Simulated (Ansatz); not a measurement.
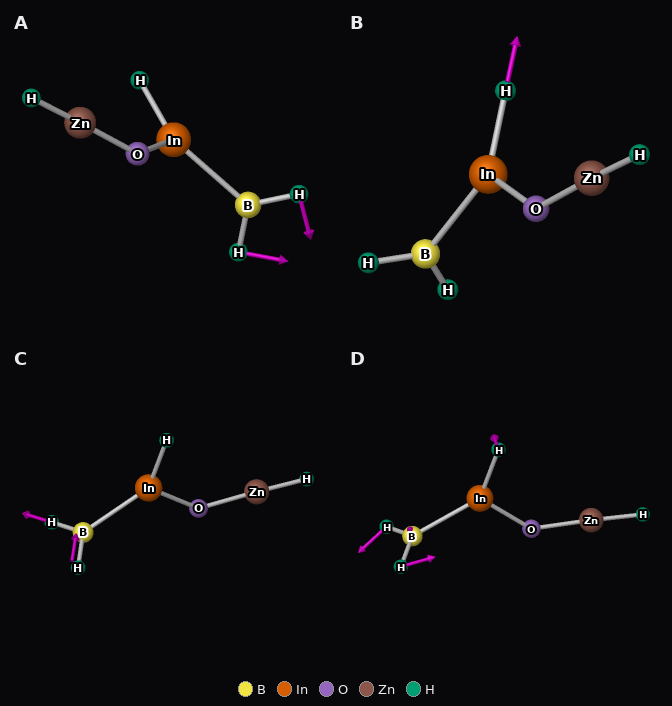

4 normal modes of one molecule or complex, as arrows. Harmonic vibrations computed with RKS PBE0-D4/def2-TZVP, core potentials on In (Ansatz 0.2.0) at a stationary point of the same level.

Question: Match the panels to the wavenumbers 571 cm⁻¹, 1142 cm⁻¹, 1784 cm⁻¹, 2674 cm⁻¹.

Answer: A: 1142 cm⁻¹, angle bending
B: 1784 cm⁻¹, In–H stretching
C: 2674 cm⁻¹, out-of-phase stretching of 2 B–H bonds
D: 571 cm⁻¹, H–B–In bending
